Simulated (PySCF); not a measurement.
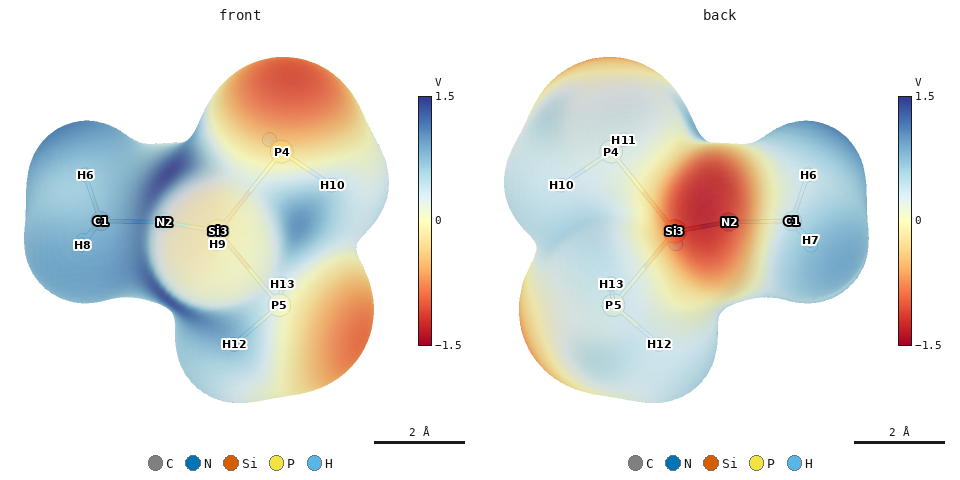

Figure. CH₈NP₂Si (SMILES C[N][SiH](P)P) (doublet). The electrostatic potential painted on the density surface at 0.002 e/bohr³, seen from the front and from behind; red is negative and blue positive.

Geometry: GFN2-xTB.

The calculation used UKS B3LYP, pcH-1 on C H N P Si, non-relativistic, mean-field spin-orbit, GIAO in PySCF.

```xyz
13

C     2.2108   -0.3904   -0.4790
N     0.8009   -0.2852   -0.3748
Si   -0.2550    0.1847    0.7951
P    -1.7788   -1.5086    1.0672
P    -1.6382    1.7730   -0.1329
H     2.5105   -1.4271   -0.2918
H     2.5059   -0.1465   -1.5033
H     2.7579    0.2479    0.2192
H    -0.0346    0.6962    2.1611
H    -2.8925   -0.7408    0.7567
H    -1.6869   -2.0090   -0.2178
H    -0.6236    2.5156   -0.7062
H    -1.8808    1.0906   -1.3113
```

Where is the surface potential most negative and most positive?

The most negative region (about −1.3 V) lies over N2, the most positive (about +1.3 V) over Si3. N2 is the likeliest acceptor of a hydrogen bond.
